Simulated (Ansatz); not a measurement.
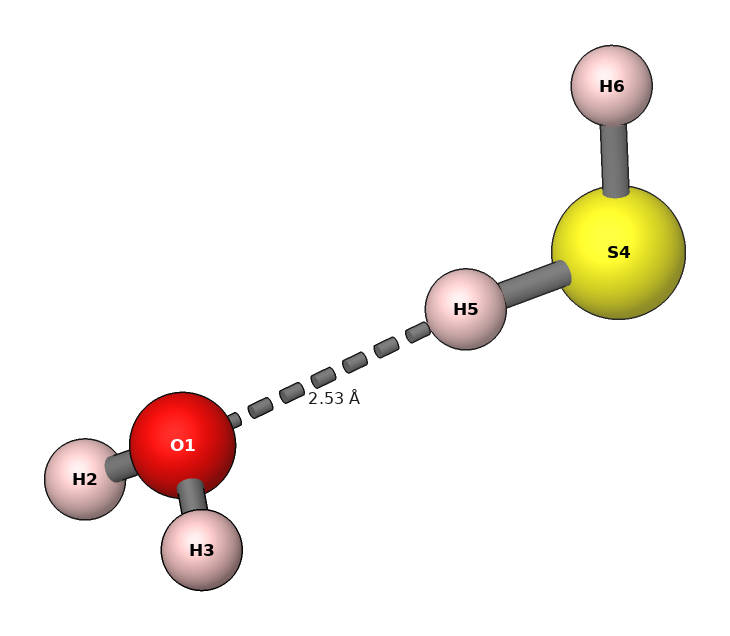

Two molecules or ions; the broken line marks their closest contact (measured against van der Waals radii). Geometry: a pair of rigid molecules at a changed separation. Program: Ansatz 0.2.0.

Which two species are they?

H2O and H2S (`O.S`).

Give the counterpoise-corrected interaction energy (kcal/mol, monomers kept as in the pair) with RHF-CCSD(T) (frozen core)/def2-TZVPPD; ωB97M-V/def2-TZVPPD; r2SCAN-D4/def2-TZVPPD; PBE0-D4/def2-TZVPPD; B3LYP-D4/def2-TZVPPD; PBE-D4/def2-TZVPPD.

```
                                level  interaction energy (kcal/mol)
RHF-CCSD(T) (frozen core)/def2-TZVPPD                           −2.2
                  ωB97M-V/def2-TZVPPD                           −2.2
                r2SCAN-D4/def2-TZVPPD                           −2.3
                  PBE0-D4/def2-TZVPPD                           −2.5
                 B3LYP-D4/def2-TZVPPD                           −2.3
                   PBE-D4/def2-TZVPPD                           −2.6
```
